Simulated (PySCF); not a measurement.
Run report: AlH$_{3}$, frequency calculation

- system: AlH$_{3}$, SMILES [AlH3]
- method: B3LYP/pcSseg-2 displacements along normal modes, gas phase (PySCF 2.14.0)

The input sets isotopic masses.

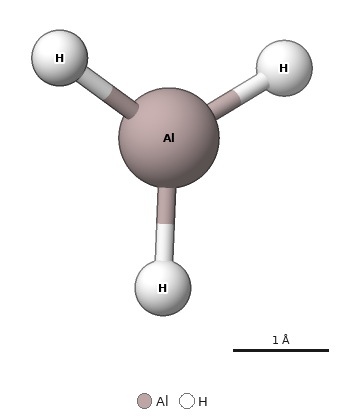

*The input geometry (ball-and-stick view, seen at an oblique angle). Sticks mark near contacts.*

Bond lengths as drawn: Al–H 1.58 Å.

## Input file
```
{"job": {"xc": "B3LYP", "basis": "pcSseg-2", "grid": 2, "temperatures": [350, 700], "kind": "vib", "mass_numbers": [27, 2, 2, 2]}, "charge": 0, "multiplicity": 1}
Al     0.010249     0.004784    -0.173997
H     -1.337469    -0.808665    -0.289232
H      0.017973     1.426025     0.512517
H      1.350184    -0.603053    -0.745375
```

The first line tells a small driver script what to run in PySCF; the rest is the geometry in Å.

Hardware: 1 CPU thread, shared host.

Run as:
```bash
OMP_NUM_THREADS=1 python <driver script> task.json out
```

## What the program printed
```
mode    cm-1    km/mol   phi_rrr   E(+)/cm-1  E(-)/cm-1
  1    528.02   208.91      -0.2      95.25      95.26
  2    580.30   117.45     -33.4     103.43     105.85
  3    580.68   117.48     -17.8     104.03     105.32
  4   1370.52     0.00     352.0     259.86     234.36
  5   1410.80   157.53     138.9     259.68     249.72
  6   1410.89   157.54     234.9     263.16     246.27
```

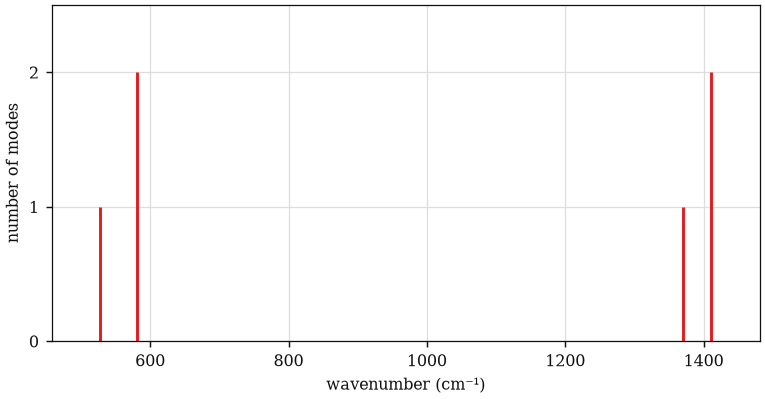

*Harmonic vibrational wavenumbers from the force constants; neighbouring modes closer than 4 cm⁻¹ are counted in one stick.*

6 modes from 528 to 1411 cm⁻¹, none imaginary.

## Summary

| quantity | value |
| --- | --- |
| outcome | converged |
| wavenumbers, lowest and highest | 528 and 1411 cm⁻¹ |
| wall time | 14 s |
| peak memory | 0.33 GiB |
